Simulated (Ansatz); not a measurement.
BHF2: several calculations on one system

## 1. Relaxation

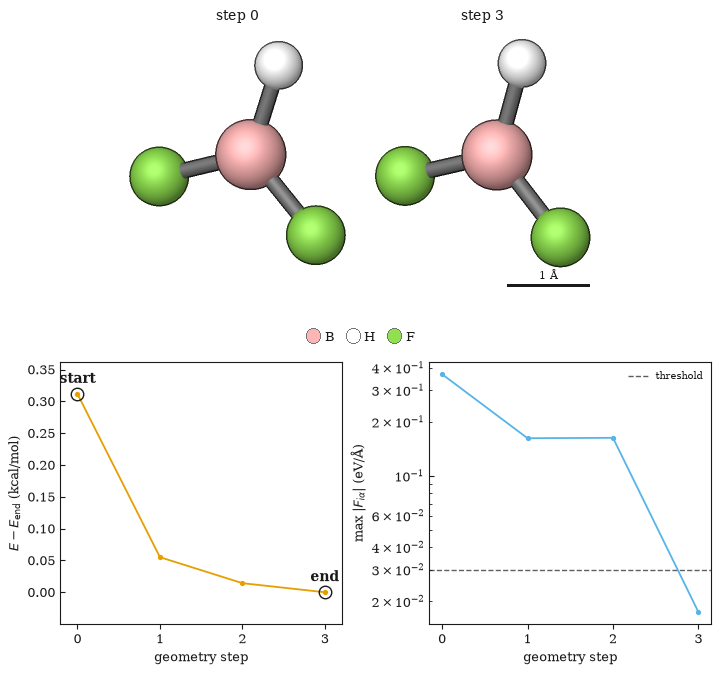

First and last geometry of a relaxation of BHF$_{2}$, with the history of the run. The picture is a ball-and-stick view, seen at a tilt.

The run prepares an end point of a later path (reaction) calculation, from a guessed geometry.

Computed with Ansatz 0.2.0, RKS B3LYP-D4/def2-SVP. (no spin polarisation; force threshold 0.03 eV/Å; at most 50 steps)

**Did the run converge, and what did it change?**

It converged. The H atom moves most after the best rigid fit: 0.032 Å. Largest moves by element: H 0.032 Å, F 0.027 Å, B 0.016 Å. Near-neighbour distances that change, for instance: B–H 1.187 → 1.200 Å. Among the angles between lasting bonds that change: H–B–F 117.5° → 121.0°, H–B–F 123.8° → 121.1°. After 3 geometry steps the energy has fallen by 0.31 kcal/mol. Largest force component: 0.37 eV/Å at the start, 0.017 eV/Å at the end. Cost: 4.2 s on 1 thread of Arm Neoverse V1 (shared host), peak memory 0.1 GiB.

## 2. Relaxation

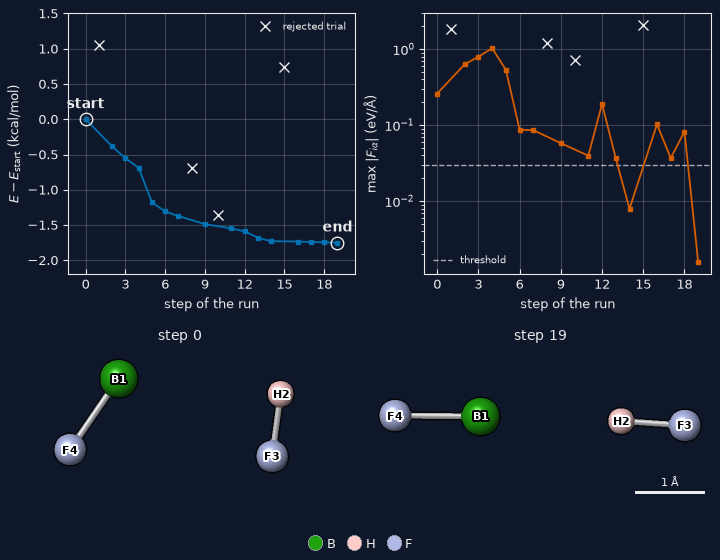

First and last geometry of a relaxation of BHF2, with the history of the run. Style: ball-and-stick. Shown face on.

The run prepares an end point of a later path (reaction) calculation, from a guessed geometry.

Theory: RKS B3LYP-D4/def2-SVP in Ansatz 0.2.0.

Input
```yaml
crystal:
  periodic: [false, false, false]
  atoms:
    - { symbol: B, position_ang: [-0.866653, 0.00264, 0.214548] }
    - { symbol: H, position_ang: [1.320235, -0.003188, 1.170366] }
    - { symbol: F, position_ang: [1.656315, 0.002727, 0.306866] }
    - { symbol: F, position_ang: [-0.986197, -0.00218, -1.042981] }
basis:
  gaussian: { orbitals: def2-SVP }
hamiltonian:
  xc: b3lyp
  dispersion: d4
relax:
  f_tol: 0.03
  max_steps: 50
```

Run as
```bash
ansatz run input.yaml --threads 1 --pin off --max-ram 2048MiB --backend cpu --events-out ev --progress --plain --runs-dir out
```

Question: Did the run converge, and what did it change?

Answer: It converged. F3 moves most after the best rigid fit: 0.90 Å. By element the largest moves are F 0.90 Å, B 0.56 Å, H 0.49 Å. Some distances before and after: H2–F3 0.927 → 0.938 Å, B1–F4 1.263 → 1.257 Å. Over 15 accepted moves (19 points after the start) the energy falls by 1.75 kcal/mol. The largest force component goes from 0.26 to 0.0016 eV/Å. The line search rejected the trial steps at points 1, 8, 10, 15 of the run. The forces were under the threshold at step 14, but the run went on from there.

Limits of the set-up: the start holds two separate molecules, 2.4 Å apart at their closest, whose relative position is a soft coordinate.

## 3. Path

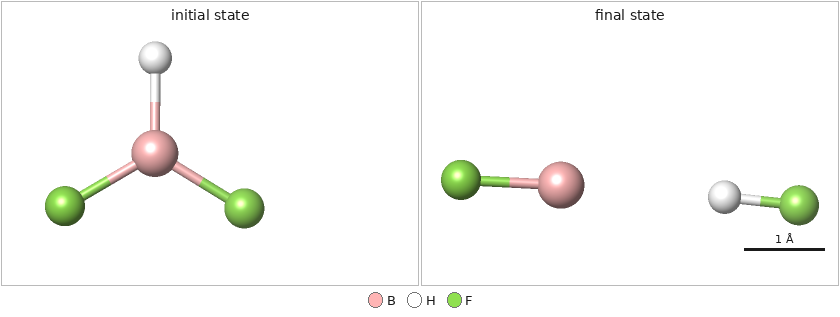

The two relaxed end points of a path for BHF$_{2}$. A ball-and-stick model, seen face on.

The calculation used Ansatz, RKS B3LYP-D4/def2-SVP.

Set-up: 9 movable images; climbing image; force threshold 0.05 eV/Å; iteration limit 60.

Start:
```xyz
4

B     0.2787    0.0000    0.2010
H     0.2166    0.0000    1.3998
F     1.4400    0.0000   -0.4171
F    -0.8117    0.0000   -0.5349
```

End:
```xyz
4

B    -0.6203    0.0000   -0.1442
H     1.3223    0.0000    0.5506
F     2.2161    0.0000    0.8346
F    -1.7944    0.0000   -0.5923
```

**Predict the minimum-energy path and its barrier.**

The highest point, image 4, lies 106.8 kcal/mol above the start and 13.6 kcal/mol above the end; the end is at +93.2 kcal/mol relative to the start. Breaking: B1–F3 (1.32 → 1.84 at the top → 3.00 Å), B1–H2 (1.20 → 1.38 at the top → 2.06 Å). Forming: H2–F3 (2.19 → 1.14 at the top → 0.94 Å). The band is converged. At the top, the vibrational analysis gives one imaginary mode (1227i cm⁻¹), as a transition state must have.

Energies of the converged images:

| image | path (Å) | E (kcal/mol) |
| --- | --- | --- |
| 0 | 0.00 | 0.0 |
| 1 | 0.29 | 10.4 |
| 2 | 0.58 | 43.3 |
| 3 | 0.88 | 88.0 |
| 4 | 1.17 | 106.8 |
| 5 | 1.50 | 98.3 |
| 6 | 1.83 | 94.3 |
| 7 | 2.15 | 93.7 |
| 8 | 2.48 | 93.5 |
| 9 | 2.81 | 93.3 |
| 10 | 3.14 | 93.2 |

The geometry at the top of the path:

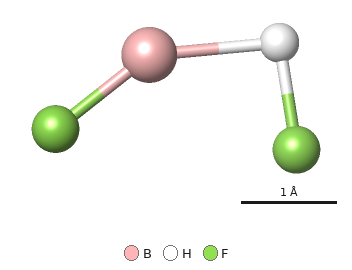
